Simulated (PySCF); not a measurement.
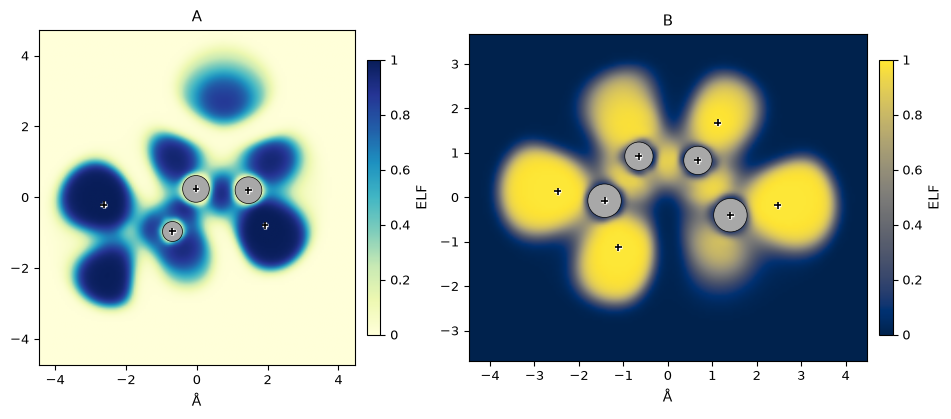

The ELF of 2 systems, each on a plane through atoms (crosses mark nuclei in the plane; grey discs cover the cores).

Method: PySCF 2.14.0, wB97X-D/def2-SVPD, SCF density, gas phase.

System 1: C₅H₇F₃O, the plane of atoms O2, C3 and C4. Geometry: PBE0-D3(BJ)/def2-SVP.

| atom | x (Å) | y (Å) | z (Å) |
| --- | --- | --- | --- |
| C | 1.9850 | 1.2951 | -0.0170 |
| O | 1.6887 | -0.0093 | -0.4340 |
| C | 0.5663 | -0.5227 | 0.1683 |
| C | -0.1772 | -1.5806 | -0.5591 |
| C | -0.7735 | -0.2036 | -0.4409 |
| C | -1.9541 | 0.0446 | 0.4326 |
| F | -1.9940 | 1.3163 | 0.8484 |
| F | -1.9324 | -0.7300 | 1.5281 |
| F | -3.1056 | -0.1971 | -0.2019 |
| H | 1.1472 | 1.9889 | -0.2177 |
| H | 2.2124 | 1.3375 | 1.0651 |
| H | 2.8697 | 1.6303 | -0.5748 |
| H | 0.6054 | -0.5876 | 1.2658 |
| H | 0.2043 | -1.8596 | -1.5435 |
| H | -0.6251 | -2.3880 | 0.0243 |
| H | -0.7636 | 0.4256 | -1.3349 |

System 2: C₂H₆N₂ (SMILES C=NNC), the plane of atoms N2, C1 and H5. Geometry: GFN2-xTB.

```xyz
10

C     1.6235   -0.3182   -0.1541
N     1.0212    0.7936   -0.1113
N    -0.3053    0.9122   -0.1310
C    -1.2162   -0.1914    0.0910
H     2.6980   -0.2795   -0.1932
H     1.1568   -1.3010   -0.1629
H    -0.5980    1.8107    0.2243
H    -1.1285   -0.9064   -0.7292
H    -1.0121   -0.7129    1.0345
H    -2.2304    0.1976    0.1093
```

**Match each panel to its system.**

Panel A is system 1, C₅H₇F₃O: the plane holds O, C and H. C–O (1.37 Å): the ELF peaks at about 0.90 between the atoms: a shared but strongly polarised pair. Panel B is system 2, C₂H₆N₂: the plane holds C, N and H. C–N (1.27 Å): the ELF peaks at about 0.90 between the atoms (a short, multiple covalent bond).
